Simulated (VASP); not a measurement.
Band structure of PtSe$_{2}$ (1T layered). These are PBEsol GGA, VASP's PBE PAW potentials (set 64) (plane waves; VASP) values and carry that method's errors.

Without a dispersion term in the relaxation, distances and binding between the weakly bound layers, chains or molecules are unreliable, and so is what depends on them. Unless said otherwise, spin-orbit coupling is left out, though it shifts the bands of the heavy elements here.

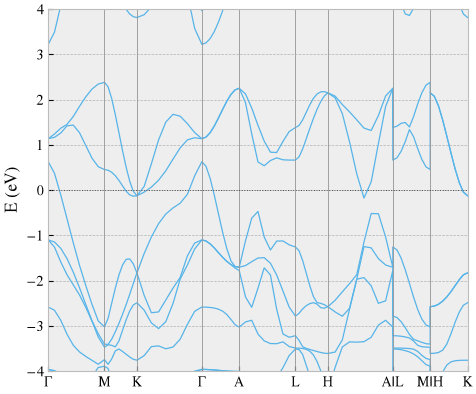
*Bands along high-symmetry lines, zero at the valence-band maximum or, without a gap, the Fermi level*

Problem. Read the plot: is there a gap, and where are the band edges?

Solution. It has no gap at this level: it comes out as a metal or semimetal. (Edges off the drawn lines would not show.)

The compound is PtSe2 in the 1T layered structure. It was relaxed first.
